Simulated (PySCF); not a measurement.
# C₅H₁₁BO: electronic excitations

Aim: predict the electronic excitations of C₅H₁₁BO (`OB1CCCCC1`).

Programs: PySCF 2.14.0, with density-fitted response routines of our own. Each step states its level of theory. These are calculated values for one molecule in the gas phase, unless marked as measured. Atoms are numbered from 0 throughout.

### Step 1. The molecule as given

18 atoms, charge 0, multiplicity 1; geometry from: GFN2-xTB.

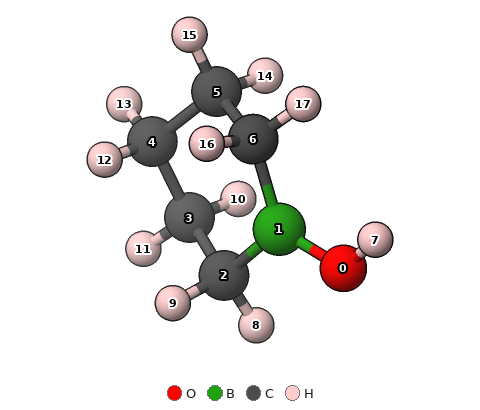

As it starts; oxygen red, boron green, carbon dark grey, hydrogen pink, atoms numbered; sticks join atoms by distance.

### Step 2. Excited states and response: PBE0/def2-SVPD

What the job is given:

```
{"job": {"kind": "uv", "xc": "PBE0", "basis": "def2-SVPD", "nstates": 8, "ntriplets": 3}, "charge": 0, "multiplicity": 1}
O      2.373140    -1.276823     0.395281
B      1.205149    -0.626496     0.349180
C     -0.142617    -1.465244     0.453387
C     -1.273344    -0.851191    -0.380774
C     -1.398424     0.650037    -0.133955
C     -0.141086     1.392727    -0.577616
C      1.081748     0.962541     0.241880
H      3.172277    -0.749857     0.346534
H      0.000609    -2.508542     0.169248
H     -0.458023    -1.475247     1.500814
H     -1.069709    -1.018921    -1.441038
H     -2.221283    -1.341733    -0.145573
H     -1.569861     0.830110     0.929482
H     -2.260058     1.038412    -0.682412
H      0.041775     1.177636    -1.633344
H     -0.297872     2.470616    -0.482695
H      0.970880     1.364813     1.254073
H      1.977942     1.433477    -0.174128
```

With the program's defaults for keys left out, this is: TDDFT PBE0/def2-SVPD, vertical, gas phase, core orbitals frozen in the response.

Launch:

```bash
OMP_NUM_THREADS=1 python probes_run.py task.json out
```

This one command runs all jobs of the session in turn.

What will the session give for the following? lowest singlet (PBE0/def2-SVPD); brightest single state of those computed; lowest triplet. Wanted: lowest singlet; brightest single state of those computed; lowest triplet.

As calculated:

| quantity | value |
| --- | --- |
| lowest singlet (PBE0/def2-SVPD) | 6.21 eV (200 nm), f = 0.001 |
| brightest single state of those computed | state 7, 8.05 eV, f = 0.081 |
| lowest triplet | 5.76 eV |

In words: The first singlet state (HOMO→LUMO 0.47, HOMO→LUMO+1 0.47) lies at 6.21 eV and is dark; of the 8 states computed, the strongest absorption comes from state 7 at 8.05 eV. The lowest triplet lies 0.45 eV below the lowest singlet (triplets in Tamm-Dancoff, singlets in full TDDFT). States above −ε(HOMO) lie where TDDFT describes them poorly and they hang on the basis; the brightest is among them.
